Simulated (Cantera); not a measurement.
A closed system holds: 1 mol Fe2O3, a varied amount of H2, 8.7 mol N2, equilibrated at 1752 °C and 2.50 bar.

Equilibrium computed with Cantera from the NASA thermochemical tables; the gas is ideal and each condensed phase is pure. Candidate condensed phases: Fe, FeO, Fe(OH)2, Fe(OH)3, Fe2O3, Fe3O4, H2O; 27 gas species. The numbers say what is thermodynamically allowed, not how fast it happens.

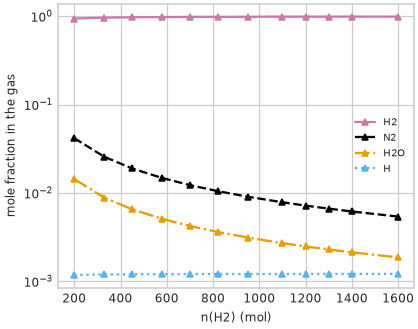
Fig. 1. Equilibrium gas composition (values under 1e-9 drawn at 1e-9)

From 200 mol H2 to 1600 mol H2 the condensed part is Fe(l). The main Fe-bearing gas is Fe throughout. The share of Fe in condensed phases is highest at 200 mol H2 (98.0 %) and lowest at 1600 mol H2 (84.5 %).
